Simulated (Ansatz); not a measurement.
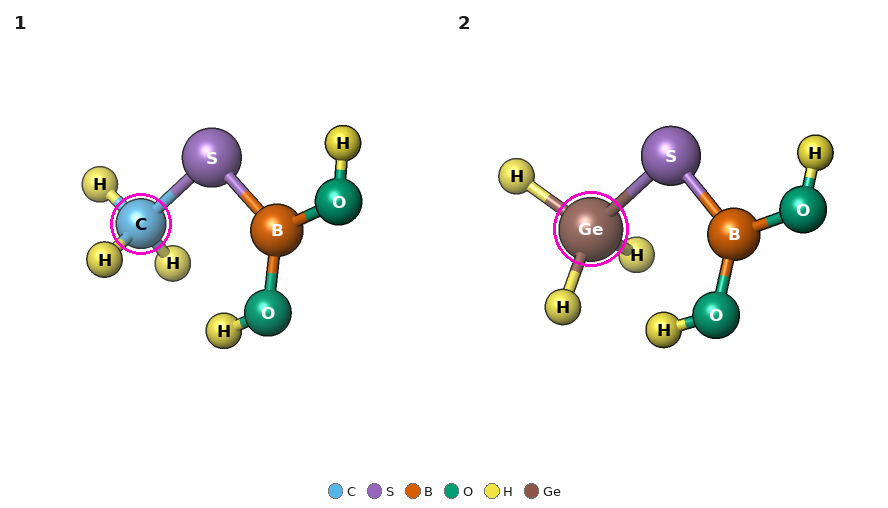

2 molecules with one skeleton, seen from the same side and at one scale; the atom that differs is circled. Charge 0, singlet. Computed geometries: PBE0-D4/def2-TZVP optimisations, one conformation each. Properties computed with Ansatz 0.2.0.

One atom differs, called X below: C in panel 1, Ge in panel 2. Their formulas are CH5BO2S (`CSB(O)O`), BGeH5O2S (`OB(O)[S][GeH3]`).

> In which is the dipole moment larger (B3LYP-D4/def2-TZVPP)?

In panel 1 (X = C).

> In which is the length of X–S larger (PBE0-D4/def2-TZVP)?

In panel 2 (X = Ge).

Give the values. With PBE0-D4/def2-TZVP: mean length of X–H (Å), length of X–S (Å), mean angle H–X–H (°). With PBE0-D4/def2-QZVPP: HOMO energy (Kohn–Sham orbital) (eV), HOMO–LUMO gap (eV). With B3LYP-D4/def2-TZVPP: dipole moment (D).

```tsv
quantity	1 (C)	2 (Ge)	2 − 1
mean length of X–H (Å)	1.090	1.537	+0.447
length of X–S (Å)	1.807	2.218	+0.411
mean angle H–X–H (°)	109.0	110.0	+1.0
HOMO energy (Kohn–Sham orbital) (eV)	−7.22	−7.61	−0.39
HOMO–LUMO gap (eV)	7.20	7.05	−0.15
dipole moment (D)	2.58	2.29	−0.29
```
